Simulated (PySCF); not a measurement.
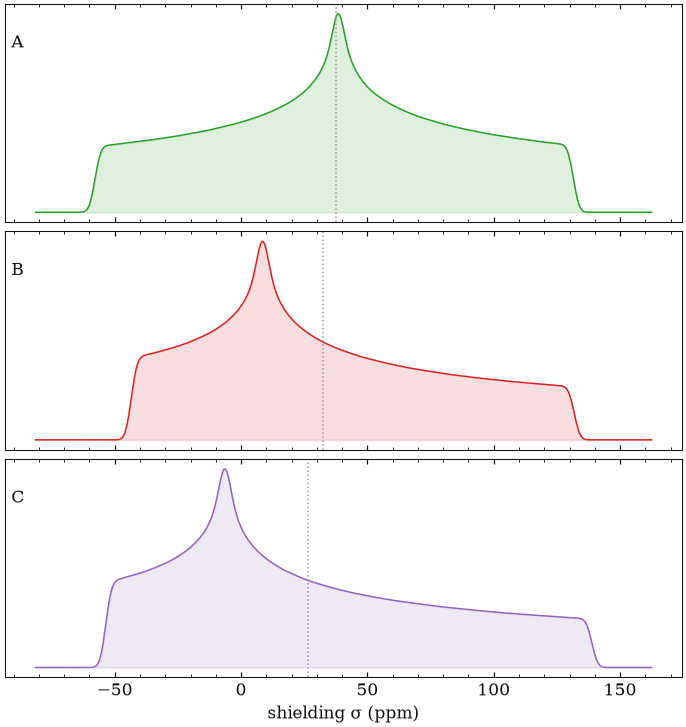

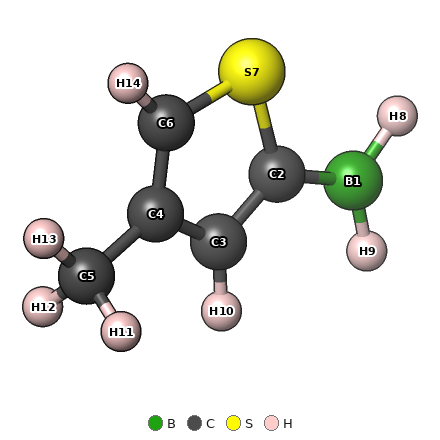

Static powder patterns (¹³C) from GIAO shielding tensors of C₅H₇BS, SMILES Bc1cc(C)cs1, PBE0/pcSseg-1 with PySCF 2.14.0, at a GFN2-xTB geometry (no frequency check); absolute shielding, one fixed geometry of the isolated molecule without any motion, no dipolar terms. The dotted line is the isotropic value; skew is 3(σiso − σ22)/span.

Q: The panels belong to C2, C3 and C6. Which is which?

A: panel A: C6, σ11, σ22, σ33 = −58, 38, 132 ppm, isotropic 37, span 189 ppm, skew −0.02; panel B: C3, σ11, σ22, σ33 = −43, 9, 132 ppm, isotropic 32, span 175 ppm, skew 0.41; panel C: C2, σ11, σ22, σ33 = −54, −6, 139 ppm, isotropic 26, span 192 ppm, skew 0.51.

Note: the tight-binding geometry is rougher than a DFT one and adds to the error.
